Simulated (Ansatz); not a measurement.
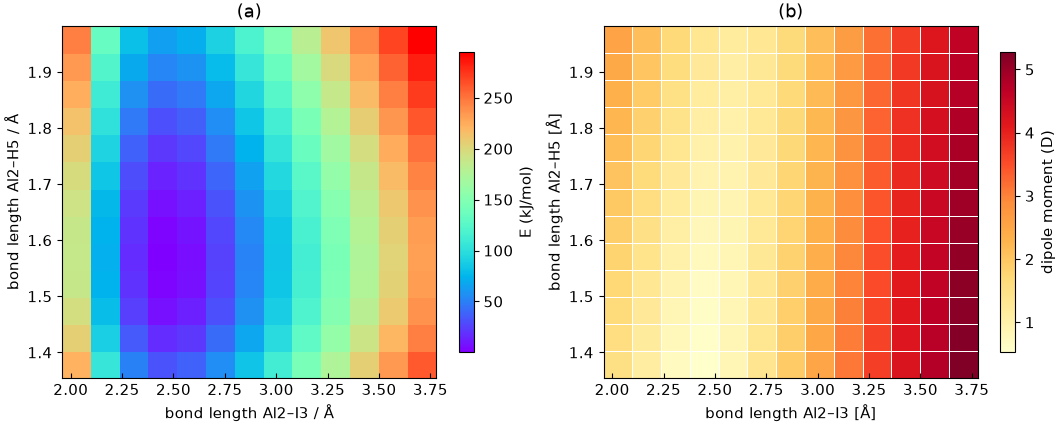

AlH2IO, SMILES [OH][AlH][I]. The first coordinate is: bond length Al2–I3; the second: bond length Al2–H5. Nothing is relaxed (all other coordinates rigid). The grid has 13 × 13 points. Points are written as (first, second). All energies are given in kJ/mol relative to the relaxed molecule at the same level. The reference is spin-restricted, which grows unreliable where a bond is stretched far. Computed with RKS PBE0-D4/def2-TZVP (Ansatz 0.2.0).

Panel (a) is the energy; panel (b) is the computed dipole moment, in D.

In the figure: one coloured cell a grid point.

### How does the dipole moment vary over the map, and what is it at the lowest grid point?

Leaving out the highest fifth of the energies, it runs from 0.53 D at (2.448 Å, 1.378 Å) to 4.62 D at (3.569 Å, 1.523 Å). At the lowest grid point, (2.448 Å, 1.571 Å), it is 0.73 D.

| bond length Al2–H5 ↓, bond length Al2–I3 → | 2.028 | 2.168 | 2.308 | 2.448 | 2.588 | 2.729 | 2.869 | 3.009 | 3.149 | 3.289 | 3.429 | 3.569 | 3.709 |
| --- | --- | --- | --- | --- | --- | --- | --- | --- | --- | --- | --- | --- | --- |
| 1.958 | 2.54 | 2.12 | 1.69 | 1.33 | 1.16 | 1.29 | 1.66 | 2.14 | 2.65 | 3.17 | 3.68 | 4.17 | 4.63 |
| 1.909 | 2.44 | 2.02 | 1.60 | 1.25 | 1.10 | 1.27 | 1.67 | 2.16 | 2.69 | 3.21 | 3.73 | 4.22 | 4.69 |
| 1.861 | 2.35 | 1.93 | 1.51 | 1.17 | 1.05 | 1.26 | 1.68 | 2.19 | 2.72 | 3.25 | 3.77 | 4.27 | 4.74 |
| 1.813 | 2.25 | 1.84 | 1.42 | 1.09 | 1.00 | 1.25 | 1.70 | 2.22 | 2.76 | 3.30 | 3.82 | 4.32 | 4.80 |
| 1.765 | 2.16 | 1.75 | 1.33 | 1.01 | 0.96 | 1.25 | 1.72 | 2.25 | 2.79 | 3.34 | 3.87 | 4.38 | 4.86 |
| 1.716 | 2.07 | 1.66 | 1.24 | 0.94 | 0.92 | 1.25 | 1.74 | 2.28 | 2.83 | 3.38 | 3.91 | 4.43 | 4.91 |
| 1.668 | 1.98 | 1.57 | 1.16 | 0.86 | 0.89 | 1.26 | 1.76 | 2.31 | 2.87 | 3.42 | 3.96 | 4.48 | 4.97 |
| 1.620 | 1.89 | 1.49 | 1.08 | 0.80 | 0.87 | 1.27 | 1.78 | 2.34 | 2.91 | 3.46 | 4.01 | 4.53 | 5.02 |
| 1.571 | 1.81 | 1.40 | 1.00 | 0.73 | 0.85 | 1.28 | 1.81 | 2.38 | 2.95 | 3.51 | 4.05 | 4.58 | 5.08 |
| 1.523 | 1.73 | 1.32 | 0.92 | 0.67 | 0.84 | 1.29 | 1.84 | 2.41 | 2.98 | 3.55 | 4.10 | 4.62 | 5.13 |
| 1.475 | 1.66 | 1.25 | 0.85 | 0.62 | 0.83 | 1.31 | 1.87 | 2.44 | 3.02 | 3.59 | 4.14 | 4.67 | 5.18 |
| 1.427 | 1.58 | 1.18 | 0.78 | 0.57 | 0.83 | 1.33 | 1.90 | 2.48 | 3.06 | 3.63 | 4.18 | 4.72 | 5.23 |
| 1.378 | 1.52 | 1.11 | 0.71 | 0.53 | 0.84 | 1.36 | 1.93 | 2.51 | 3.09 | 3.67 | 4.22 | 4.76 | 5.27 |
